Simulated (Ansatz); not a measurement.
Process, species as SMILES: C=C=O → [CH]=C=O + H atom
B3LYP-D3(BJ)/def2-TZVP geometries, fixed; electronic energies without zero-point terms.
Largest species:
```xyz
5

C      0.0091     0.0017    -1.2056
C     -0.0008    -0.0001     0.1027
H      0.0282     0.9401    -1.7377
H     -0.0018    -0.9351    -1.7406
O     -0.0096    -0.0018     1.2620
```
Charge 0, spin multiplicity 1.

Basis-set convergence of the bond dissociation energy at HF with Ansatz (a program for electronic structure). Cartesian d functions, on some or all atoms, in 6-31G*, 6-31G**, 6-31+G*; all else is spherical. Open shells are unrestricted. No added dispersion term, no relativity. Functions are those of the species that has most. Reference: the value in aug-pcseg-3, 91.00 kcal/mol, itself unsure by roughly 0.14 kcal/mol (its mean distance from aug-cc-pVQZ, cc-pV5Z, def2-QZVPPD). Deviations are taken from unrounded values.

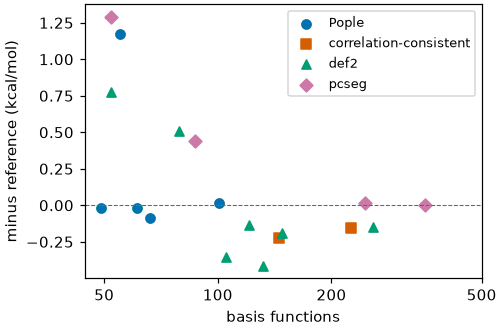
Fig. 1. Deviation from the reference against the number of basis functions, by family of sets.

```
basis            functions  bond dissociation energy (kcal/mol)  minus reference (kcal/mol)
---------------  ---------  -----------------------------------  --------------------------
6-31G*                  49                                90.98                       -0.02
def2-SVP                52                                91.78                        0.77
pcseg-1                 52                                92.29                        1.29
6-31G**                 55                                92.18                        1.17
6-31+G*                 61                                90.99                       -0.02
6-311G**                66                                90.92                       -0.09
def2-SVPD               79                                91.51                        0.51
aug-pcseg-1             87                                91.44                        0.44
6-311++G(2d,2p)        101                                91.02                        0.01
def2-TZVP              105                                90.65                       -0.35
def2-TZVPP             121                                90.87                       -0.14
def2-TZVPD             132                                90.59                       -0.41
jun-cc-pV(T+d)Z        145                                90.78                       -0.22
def2-TZVPPD            148                                90.81                       -0.19
cc-pVQZ                225                                90.85                       -0.15
pcseg-3                246                                91.02                        0.01
def2-QZVPPD            258                                90.86                       -0.15
aug-pcseg-3            353                                91.00                        0.00
```
